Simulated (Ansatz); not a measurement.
## Electronic structure of Al3Cl6H6P3 ((Cl2Al-mu-PH2)3) in real space

```xyz
18

Al   -1.9370    1.1245   -0.4304
Cl   -1.0102    1.5082   -2.3212
Cl   -3.9189    1.7705   -0.0428
P    -0.3126    2.0528    1.0903
Al    1.6610    0.7019    1.3980
Cl    3.3723    1.8356    1.9272
Cl    0.9293   -0.8409    2.6851
P     1.8881   -0.3788   -0.7459
Al    0.3262   -2.1791   -1.1608
Cl    1.0667   -3.8538   -0.0878
Cl   -0.1392   -2.3583   -3.2231
P    -1.6453   -1.2479   -0.1093
H    -0.0139    3.3743    0.6402
H    -0.8517    2.3291    2.3826
H     3.2145   -0.9068   -0.8019
H     1.9264    0.5668   -1.8128
H    -1.7555   -1.6095    1.2659
H    -2.8005   -1.8886   -0.6531
```

Geometry: PBE-D4/def2-SVP.

These are results of RKS PBE0-D4/def2-TZVP in Ansatz 0.2.0, not measurements.

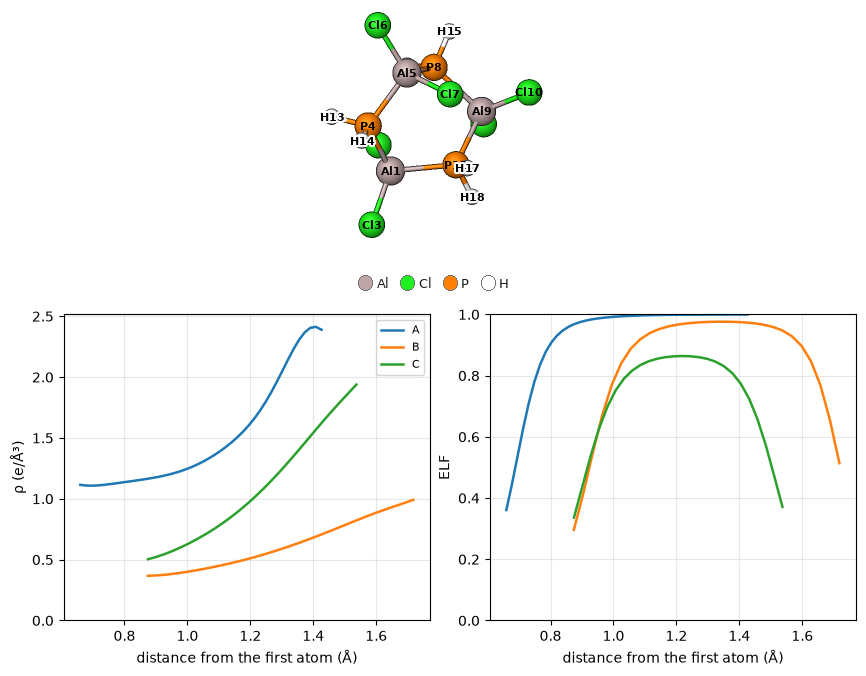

Figure 1. Total electron density and ELF along straight lines between neighbouring atoms. The curves leave out the atomic cores. The structure is drawn too.

### Which curve belongs to which contact (Al–Cl, Al–P and P–H)? The first atom named is at distance zero.

Curve A: P–H (1.43 Å): ρ at the midpoint is about 1.1 e/Å³; the ELF climbs to about 1 towards the hydrogen, as it does in any bond to H. Curve B: Al–P (2.41 Å): ρ at the midpoint is about 0.52 e/Å³; the ELF peaks at about 1 between the atoms; a covalent bond. Curve C: Al–Cl (2.12 Å): the density is about 0.71 e/Å³ at the midpoint; the ELF peaks at about 0.85 in the valence shell of Cl, 0.9 Å from its nucleus, and is about 0.80 at the midpoint.

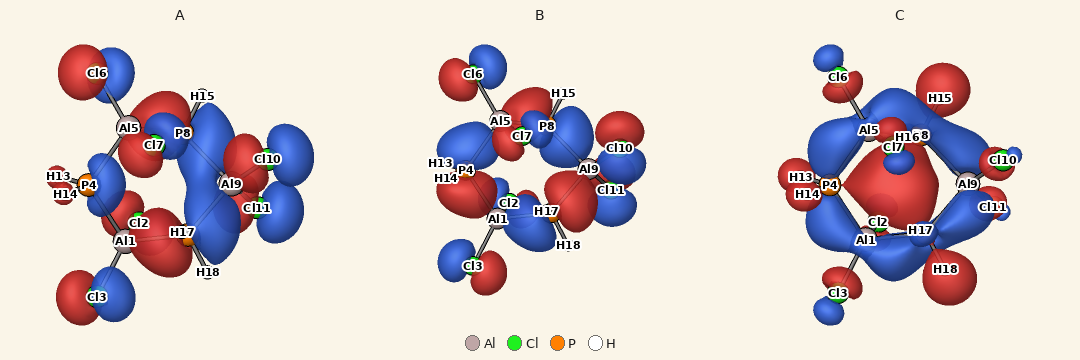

Figure 2. Three frontier orbitals at ±0.06 Å⁻³ᐟ² (blue and red are the two phases), in no order.

### Order the three orbitals by energy and name them.

A is the HOMO−1 (−8.77 eV). By Hirshfeld shares it lies mainly on P12 (about 15 %), P8 (about 15 %), Cl11 (about 15 %), Cl10 (about 15 %), Cl3 (about 5 %) and Cl6 (about 5 %); largely a combination of lone pairs on P12, P8, Cl11, Cl10, Cl3 and Cl6. B is the HOMO (−8.35 eV). By Hirshfeld shares it lies mainly on P12 (about 15 %), P8 (about 15 %), P4 (about 15 %), Cl11 (about 10 %), Cl10 (about 10 %), Cl3 (about 5 %) and Cl6 (about 5 %); largely a combination of lone pairs on P12, P8, P4, Cl11, Cl10, Cl3 and Cl6. C is the LUMO (−1.82 eV). By Hirshfeld shares it lies mainly on P12 (about 15 %), P8 (about 15 %), Al1 (about 10 %), Al5 (about 10 %), P4 (about 10 %) and Al9 (about 10 %).

### What is the HOMO–LUMO gap?

6.53 eV between the orbital energies.
